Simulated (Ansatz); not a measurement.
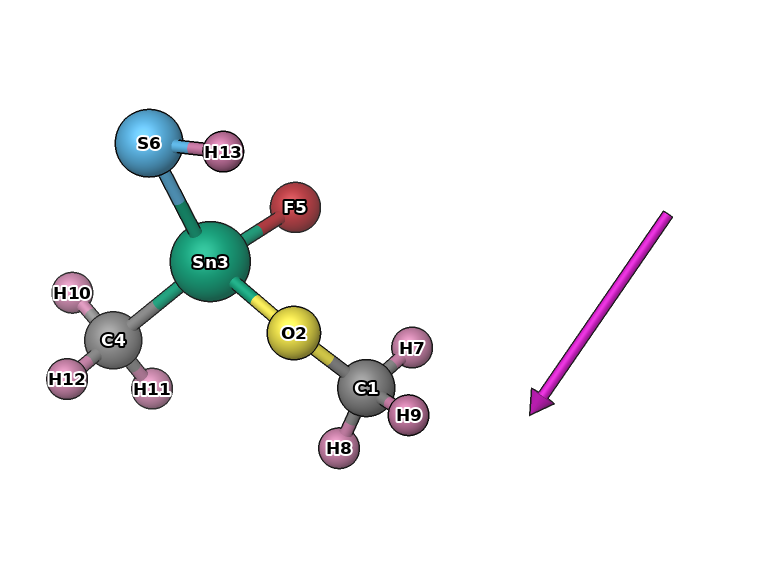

The arrow beside the molecule shows the direction of the dipole moment, from the negative to the positive end (its length means nothing). Computed geometry: PBE0-D4/def2-TZVP optimisation. No frequency run is at hand to confirm it as a minimum. Level of theory: RKS PBE-D4/def2-TZVPP, core potentials on Sn (Ansatz 0.2.0).

Q: How large is the dipole moment?

A: 2.53 D; it points from the side of H13 to the side of H12 (the outermost atoms at the two ends).
